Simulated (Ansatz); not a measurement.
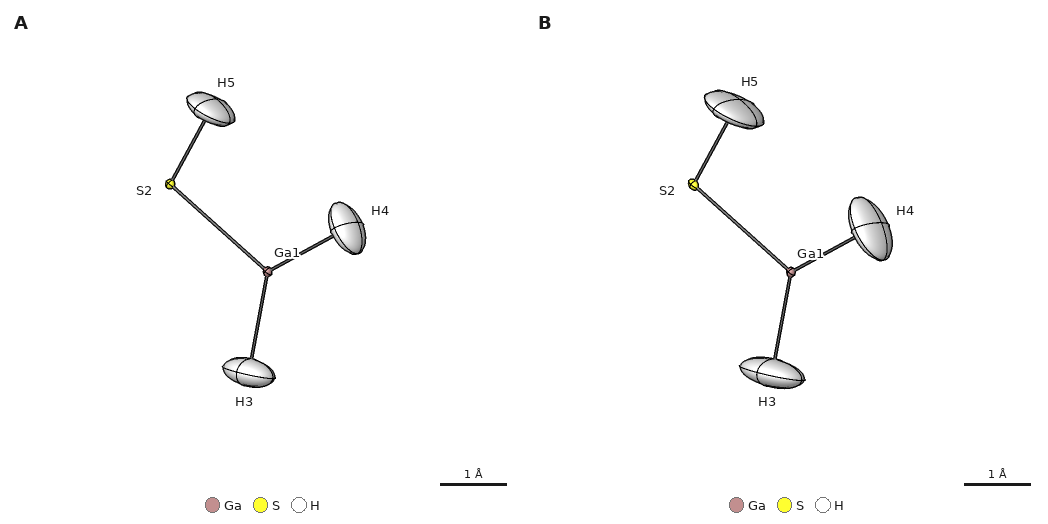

Displacement ellipsoids at the 50 % level, scaled by 1.5, from the internal vibrations of the free molecule (harmonic, no overall translation or rotation; no half-axis is drawn under 0.075 Å). Vibrations computed with RKS PBE0-D4/def2-TZVP (Ansatz 0.2.0). One panel is for 298 K, the other for 600 K.

Which panel is for 600 K?

B.

How much does the mean-square displacement of H5 grow, and why?

U_eq goes from 0.0238 to 0.0362 Å², a factor of 1.5. Modes below kT (417 cm⁻¹ at 600 K) grow about in proportion to T, and the lowest lies at 400 cm⁻¹; the mean-square amplitude of a mode is its zero-point value times coth(ħω/2kT), which comes close to 1 only above about 3kT.
